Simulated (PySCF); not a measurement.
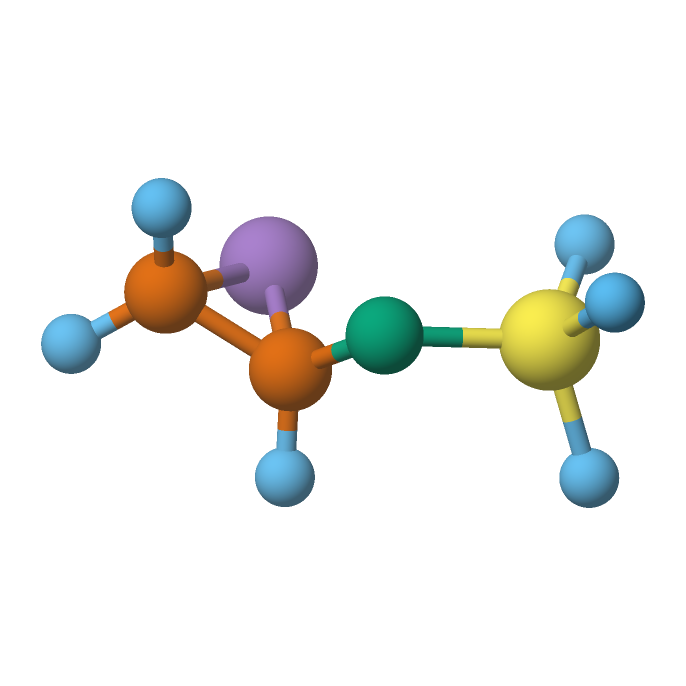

Rendered structure (ball-and-stick style). Colours: silicon yellow, oxygen teal, carbon orange, sulfur purple, hydrogen blue.

The computed structure is the end point of a PBE0-D3(BJ)/def2-SVP optimisation. No frequency run is at hand to confirm it as a minimum.

Give the formula.

C₂H₆OSSi, 11 atoms: 2 carbon, 6 hydrogen, 1 oxygen, 1 sulfur and 1 silicon.

Name some functional groups or characteristic bonds that it holds.

Among them: thioether, Si–H bond, Si–O bond.

Does it have rings?

Independent rings (smallest set): 1 of 3 members.

More results for the same structure follow; atom numbers are the same in all pictures, views and colours differ.

**Symmetry**

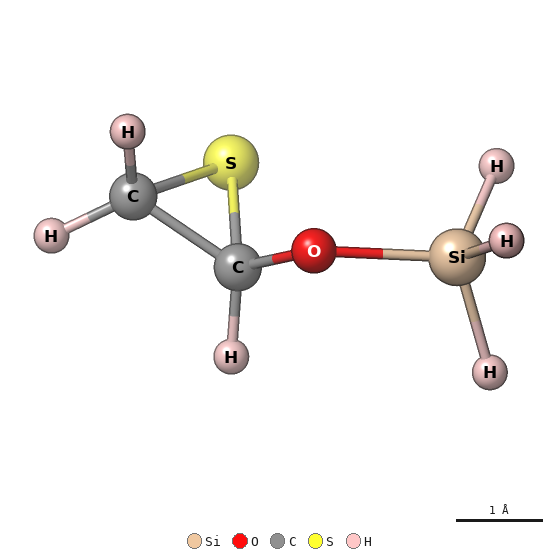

Atoms fade into the background with distance from the viewer. No frequency run is at hand to confirm it as a minimum. Masses are those of the most abundant isotopes; constants are for the rigid equilibrium geometry.

Classify the rotor and give the rotational constants (GHz).

An asymmetric top (C1): A = 7.48, B = 1.85, C = 1.59 GHz. Ray's parameter κ is −0.91, close to the prolate limit.

**Levels of theory compared**

No frequency run is at hand to confirm it as a minimum. Program: PySCF 2.14.0.

Tabulate HOMO–LUMO gap (eV), polarisability (bohr³) at these levels: B3LYP/def2-SVPD; BHandHLYP/def2-SVPD; CAM-B3LYP/def2-SVPD; LC-wPBE/def2-SVPD; LDA/def2-SVPD; PBE/def2-SVPD; PBE0/6-31G*; PBE0/def2-SVP; PBE0/def2-SVPD; ωB97X-D/def2-SVPD.

| level | HOMO–LUMO gap (eV) | polarisability (bohr³) |
| --- | --- | --- |
| B3LYP/def2-SVPD | 6.23 | 74.6 |
| BHandHLYP/def2-SVPD | 8.68 | 71.7 |
| CAM-B3LYP/def2-SVPD | 9.02 | 73.3 |
| LC-wPBE/def2-SVPD | 11.52 | 71.5 |
| LDA/def2-SVPD | 4.48 | 78.4 |
| PBE/def2-SVPD | 4.56 | 77.2 |
| PBE0/6-31G* | 6.94 | 58.7 |
| PBE0/def2-SVP | 7.03 | 60.4 |
| PBE0/def2-SVPD | 6.71 | 73.9 |
| ωB97X-D/def2-SVPD | 10.29 | 73.1 |

**Dipole moment**

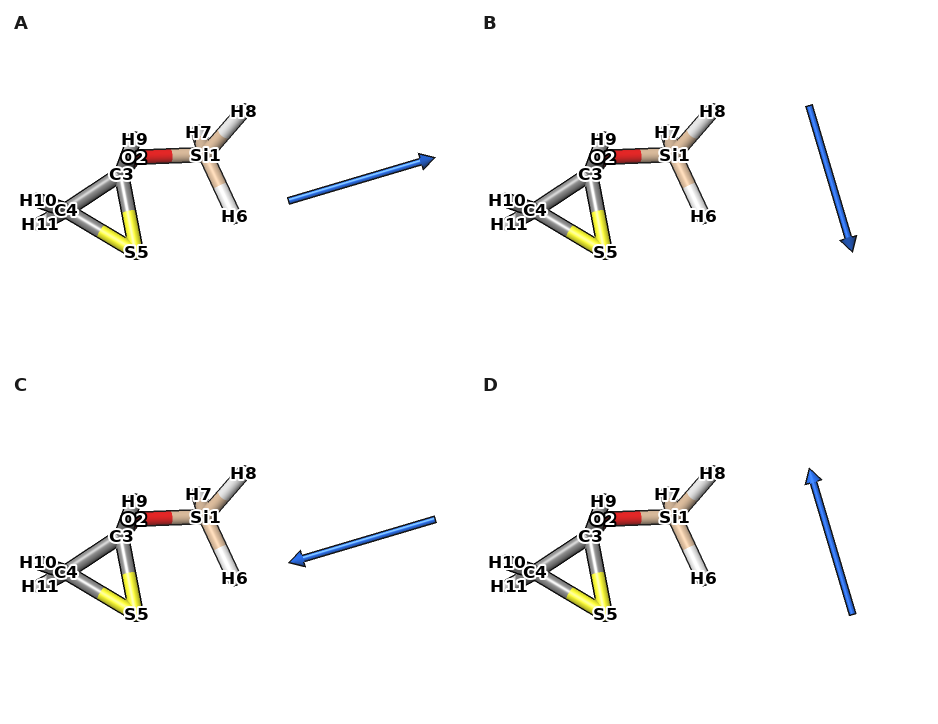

The same molecule four times, each with an arrow. No frequency run is at hand to confirm it as a minimum. Method: B3LYP/pcSseg-2, gas phase (PySCF 2.14.0).

Which arrow points along the dipole moment, from the negative to the positive end?

D. The dipole moment is 1.27 D; it points from the side of S5 to the side of H8, H9 (the outermost atoms at the two ends).

**Excitation**

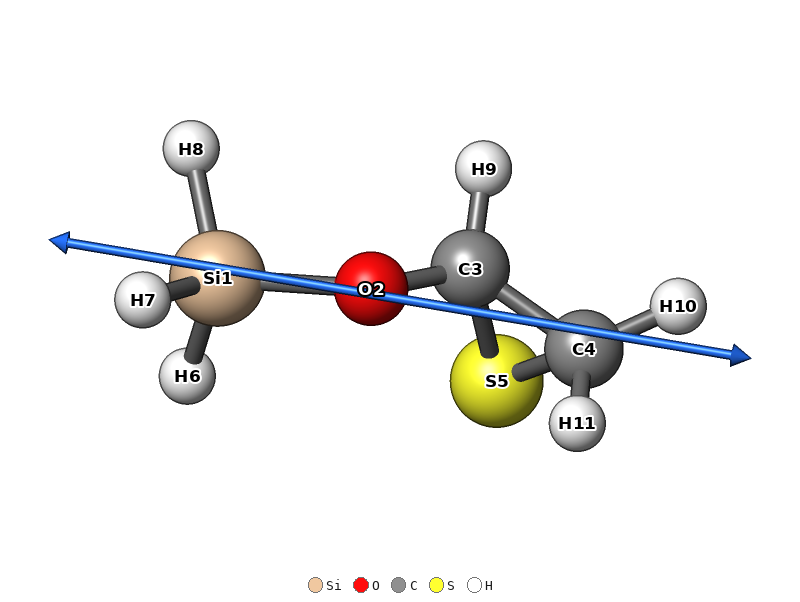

The double arrow shows the direction of the transition dipole to excited singlet state 6 (its length means nothing). No frequency run is at hand to confirm it as a minimum. Level of theory: TDDFT PBE0/6-31G*, vertical, gas phase, core orbitals frozen in the response (PySCF 2.14.0).

How is the transition polarised?

Close to the long direction Si1···C4.

Give its energy, strength and character.

7.50 eV (165 nm), oscillator strength 0.029, mainly HOMO−2 → LUMO (weight 0.93); transition dipole 1.00 D.
